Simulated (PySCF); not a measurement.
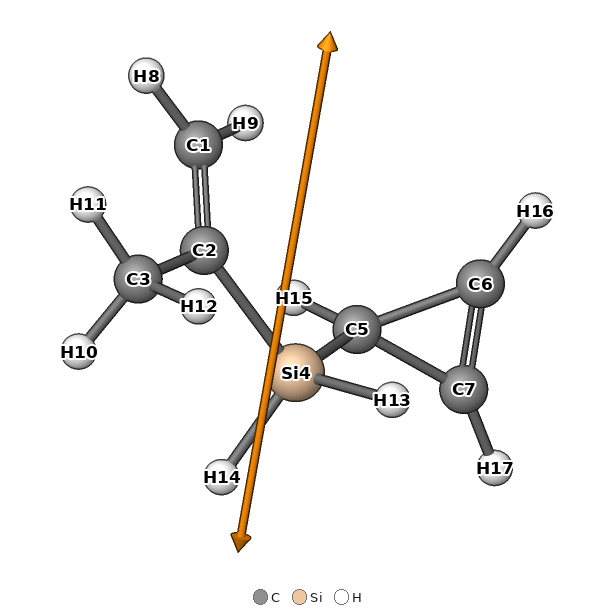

The double arrow shows the direction of the transition dipole to excited singlet state 1 (its length means nothing). The geometry was computed by an optimisation with GFN2-xTB. No frequency run is at hand to confirm it as a minimum. Method: TDDFT B3LYP/def2-SVPD, vertical, gas phase, core orbitals frozen in the response (PySCF 2.14.0).

Question: How is the transition polarised?

Answer: Nearly parallel to the C6–C7 bond.

Question: Where does the transition lie, and how strong is it?

Answer: 5.33 eV (233 nm), oscillator strength 0.020, mainly HOMO → LUMO (weight 0.95); transition dipole 0.99 D.

The geometry is semi-empirical. Around Si such bond lengths and angles can be off by a tenth of an ångström or more and by several degrees, and values that hang on the shape move with them.
